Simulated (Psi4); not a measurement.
# UPBE0/cc-pVDZ run of C2F3Si (SMILES [C]#C[Si](F)(F)F)

What is the vertical doublet–quartet gap of C2F3Si at UPBE0/cc-pVDZ? 

The calculation is run with Psi4 1.11.

2 further runs of the same task are left out: 1 that didn't finish, 1 set aside as unsound or not needed.

## (1) The system as given

The species is C2F3Si (6 atoms), meant as a doublet with charge 0. As SMILES, `[C]#C[Si](F)(F)F`. Geometry: relaxed at PBE0-D4/def2-TZVP.

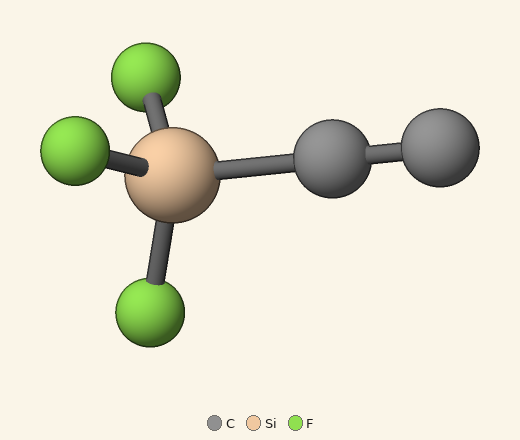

Viewed from a chosen angle; carbon grey, silicon light orange, fluorine green.

## (2) Energy and forces at UPBE0/cc-pVDZ

Contents of calc.inp:

```
memory 2200 mb

molecule system {
  0 2
  C     -0.330200    -2.361200     0.703200
  C     -0.165800    -1.214800     0.356500
  Si     0.078600     0.488400    -0.158600
  F     -1.011900     0.906200    -1.204900
  F      1.491100     0.664500    -0.816000
  F     -0.019800     1.452900     1.073600
  symmetry c1
  no_reorient
  no_com
}

set basis cc-pVDZ
set reference uks
set puream true
set e_convergence 1e-09
set d_convergence 1e-08
set scf_type pk
set dft_radial_points 99
set dft_spherical_points 590
set maxiter 100

e, wfn = gradient('pbe0', return_wfn=True)
oeprop(wfn, 'QUADRUPOLE', 'LOWDIN_CHARGES', 'DIPOLE', title='PBE0')
```

Started as:

```console
psi4 -i calc.inp -o calc.out -n 1
```

calc.out, shortened:

```text
[...]
  Running in c1 symmetry.
[...]
  Nuclear repulsion =  286.699050461002571
[...]
  Multiplicity = 2
[...]
  Nalpha       = 27
  Nbeta        = 26
[...]
    Number of basis functions: 88
[...]
   @UKS iter   1:  -664.52176572876169   -4.95729e-01   8.05447e-03 DIIS/ADIIS
[...]
   @UKS iter  13:  -664.73700550835690   -2.29647e-11   8.05719e-09 DIIS
[...]
   @S^2 Observed:                7.906418528E-01
[...]
    Orbital Energies [Eh]
    ---------------------
    Alpha Occupied:
       1A    -66.420772     2A    -24.811075     3A    -24.811062
       4A    -24.811051     5A    -10.341733     6A    -10.276047
       7A     -5.480165     8A     -3.815833     9A     -3.815832
      10A     -3.813111    11A     -1.283630    12A     -1.253579
      13A     -1.253554    14A     -0.830507    15A     -0.645808
      16A     -0.563019    17A     -0.548408    18A     -0.548397
      19A     -0.491858    20A     -0.491856    21A     -0.481105
      22A     -0.468404    23A     -0.468387    24A     -0.450158
      25A     -0.430846    26A     -0.358095    27A     -0.358094
    Alpha Virtual:
[...]
  @UKS Final Energy:  -664.73700550835690
   => Energetics <=
    Nuclear Repulsion Energy =            286.6990504610025710
    One-Electron Energy =               -1490.9621588006266393
    Two-Electron Energy =                 587.0383680267209456
    DFT Exchange-Correlation Energy =     -47.5122651954537361
    Empirical Dispersion Energy =           0.0000000000000000
    VV10 Nonlocal Energy =                  0.0000000000000000
    Total Energy =                       -664.7370055083569014
[...]
  -Total Gradient:
     Atom            X                  Y                   Z
    ------   -----------------  -----------------  -----------------
       1        0.003416976025     0.023822219516    -0.007204510229
       2       -0.002435032948    -0.016996094229     0.005138240849
       3        0.004938095205     0.034218733964    -0.010297943002
       4        0.028233766306    -0.011040553014     0.027160829046
       5       -0.036684028989    -0.004780550469     0.017076294608
       6        0.002524538578    -0.025271359352    -0.031917781729
[...]
 Multipole Moments:
 ------------------------------------------------------------------------------------
     Multipole            Electronic (a.u.)      Nuclear  (a.u.)        Total (a.u.)
 ------------------------------------------------------------------------------------
 L = 1.  Multiply by 2.5417464519 to convert [e a0] to [Debye]
 Dipole X            :         -4.3457565            4.2688913           -0.0768651
 Dipole Y            :        -24.3353165           23.7992108           -0.5361056
 Dipole Z            :          8.4542494           -8.2919293            0.1623202
 Magnitude           :                                                    0.5653895
 L = 2.  Multiply by 1.3450342976 to convert [e a0^2] to [Debye ang]
 Quadrupole XX       :       -136.7900387          107.6141717          -29.1758670
 Quadrupole XY       :        -23.9165461           24.3892679            0.4727218
[...]
```

Wall time 30 s (1 thread of Intel Xeon 6975P-C (Granite Rapids), shared host); peak memory 1.1 GiB.

## (3) The quartet, same level

Contents of job.py:

```python
import psi4

psi4.set_memory('2200 MB')
psi4.set_num_threads(1)
psi4.core.set_output_file('output.dat', False)

molecule = psi4.geometry("""
0 4
C     -0.330200    -2.361200     0.703200
C     -0.165800    -1.214800     0.356500
Si     0.078600     0.488400    -0.158600
F     -1.011900     0.906200    -1.204900
F      1.491100     0.664500    -0.816000
F     -0.019800     1.452900     1.073600
symmetry c1
""")

options = {'basis': 'cc-pVDZ', 'reference': 'uks', 'puream': True, 'e_convergence': 1e-09, 'd_convergence': 1e-08, 'scf_type': 'pk', 'dft_radial_points': 99, 'dft_spherical_points': 590, 'maxiter': 100}
psi4.set_options(options)

result, w = psi4.gradient('pbe0', return_wfn=True)
psi4.oeprop(w, 'MAYER_INDICES', 'LOWDIN_CHARGES', 'DIPOLE', title='PBE0')
print('gradient / Eh bohr^-1')
print(result.np.round(6))
print(f'energy = {w.energy():.10f} Eh')
for k, v in sorted(psi4.core.scalar_variables().items()):
    print(f'{k:45s} {v:18.10f}')
```

Started as:

```console
python job.py
```

output.dat, shortened:

```text
[...]
  Running in c1 symmetry.
[...]
  Nuclear repulsion =  286.699050461002571
[...]
  Multiplicity = 4
[...]
  Nalpha       = 28
  Nbeta        = 25
[...]
    Number of basis functions: 88
[...]
   @UKS iter   1:  -664.37764011985143   -3.51604e-01   7.06755e-03 ADIIS/DIIS
[...]
   @UKS iter  48:  -664.55940196226572   -7.95808e-13   3.36938e-09 DIIS
[...]
   @S^2 Observed:                3.769300722E+00
[...]
  @UKS Final Energy:  -664.55940196226572
   => Energetics <=
    Nuclear Repulsion Energy =            286.6990504610025710
    One-Electron Energy =               -1490.9396820247120559
    Two-Electron Energy =                 587.2430362945317484
    DFT Exchange-Correlation Energy =     -47.5618066930879877
    Empirical Dispersion Energy =           0.0000000000000000
    VV10 Nonlocal Energy =                  0.0000000000000000
    Total Energy =                       -664.5594019622657243
[...]
  -Total Gradient:
     Atom            X                  Y                   Z
    ------   -----------------  -----------------  -----------------
       1        0.033734155436     0.235836088912    -0.070546520470
       2       -0.033755091649    -0.237972592668     0.068488052534
       3        0.008077585728     0.053336270189    -0.020004532961
       4        0.028477411105    -0.015658574736     0.033027928608
       5       -0.039349409723    -0.008787933958     0.022507384951
       6        0.002809965269    -0.026802230081    -0.033516488768
[...]
 Multipole Moments:
 ------------------------------------------------------------------------------------
     Multipole            Electronic (a.u.)      Nuclear  (a.u.)        Total (a.u.)
 ------------------------------------------------------------------------------------
 L = 1.  Multiply by 2.5417464519 to convert [e a0] to [Debye]
 Dipole X            :          0.1934885           -0.3034592           -0.1099706
 Dipole Y            :          1.3354260           -2.1150673           -0.7796413
 Dipole Z            :         -0.4220275            0.6397464            0.2177189
 Magnitude           :                                                    0.8169061
[...]
```

On the terminal:

```text
gradient / Eh bohr^-1
[[ 0.033734  0.235836 -0.070547]
 [-0.033755 -0.237973  0.068488]
 [ 0.008078  0.053336 -0.020005]
 [ 0.028477 -0.015659  0.033028]
 [-0.039349 -0.008788  0.022507]
 [ 0.00281  -0.026802 -0.033516]]
energy = -664.5594019623 Eh
CURRENT ENERGY                                   -664.5594019623
CURRENT REFERENCE ENERGY                         -664.5594019623
DD SOLVATION ENERGY                                 0.0000000000
DFT FUNCTIONAL TOTAL ENERGY                      -664.5594019623
DFT TOTAL ENERGY                                 -664.5594019623
DFT VV10 ENERGY                                     0.0000000000
DFT XC ENERGY                                     -47.5618066931
GRID ELECTRONS ALPHA                               28.0000006315
GRID ELECTRONS BETA                                25.0000007162
GRID ELECTRONS TOTAL                               53.0000013477
NUCLEAR REPULSION ENERGY                          286.6990504610
ONE-ELECTRON ENERGY                             -1490.9396820247
PCM POLARIZATION ENERGY                             0.0000000000
PE ENERGY                                           0.0000000000
SCF ITERATION ENERGY                             -664.5594019623
SCF ITERATIONS                                     48.0000000000
SCF TOTAL ENERGY                                 -664.5594019623
TWO-ELECTRON ENERGY                               587.2430362945
XC GRID RADIAL POINTS                              99.0000000000
XC GRID SPHERICAL POINTS                          590.0000000000
XC GRID TOTAL POINTS                           334438.0000000000
```

Wall time 59 s (1 thread of Intel Xeon 6975P-C (Granite Rapids), shared host); peak memory 1.1 GiB.

## (4) Outcome

Level: UPBE0/cc-pVDZ.

| quantity | value |
| --- | --- |
| doublet: total energy | -664.73701 Eh |
| doublet: dipole moment | 1.44 D |
| doublet: HOMO energy (highest over α and β) | -9.34 eV |
| doublet: LUMO energy (lowest over α and β) | -5.37 eV |
| doublet: ⟨S²⟩ | 0.791 |
| doublet: largest force on an atom | 2.097 eV/Å |
| quartet: total energy | -664.55940 Eh |
| quartet: dipole moment | 2.08 D |
| quartet: HOMO energy (highest over α and β) | -4.55 eV |
| quartet: ⟨S²⟩ | 3.769 |
| quartet: largest force on an atom | 12.852 eV/Å |
| vertical energy of the quartet above the doublet | 4.833 eV |

At this shape the quartet lies 4.83 eV (111 kcal/mol) above the doublet. The largest force (doublet) is 2.10 eV/Å: the shape isn't a stationary point for this species at this level.
